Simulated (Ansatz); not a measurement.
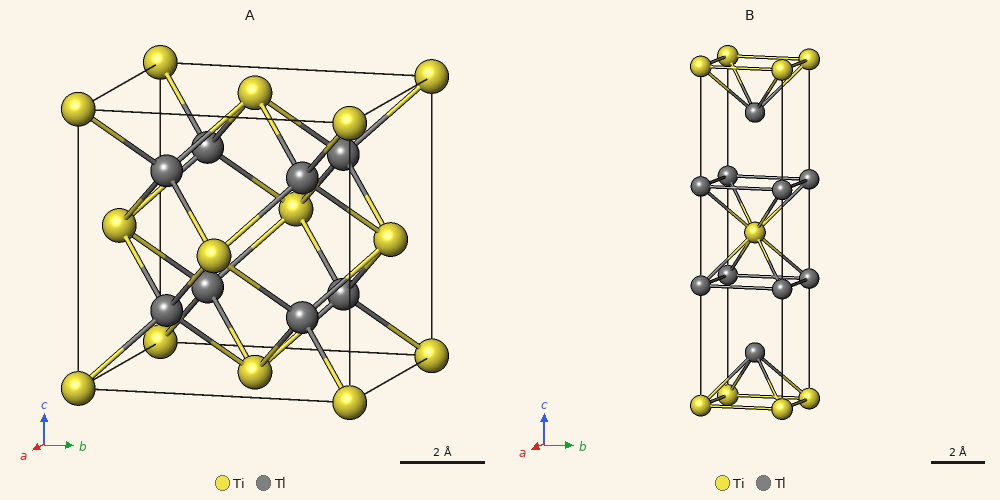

Two structures of TiTl2, each relaxed to rest (conventional cells in solid outline, small ones repeated, not to one scale). Method: Ansatz 0.2.0, DFT PBE, scalar-relativistic, plane waves, PAW, without spin polarisation.

> What are A and B?

A: fluorite (CaF₂ type), Fm-3m. B: 6 atoms a cell on a body-centred tetragonal lattice, I4/mmm.

> Which form lies lower?

B is lower, by 118 meV/atom at this level of theory (energies at zero smearing). Volumes: A 26.2, B 23.7 Å³/atom.

One or both may be structure types tried for this composition rather than known phases.
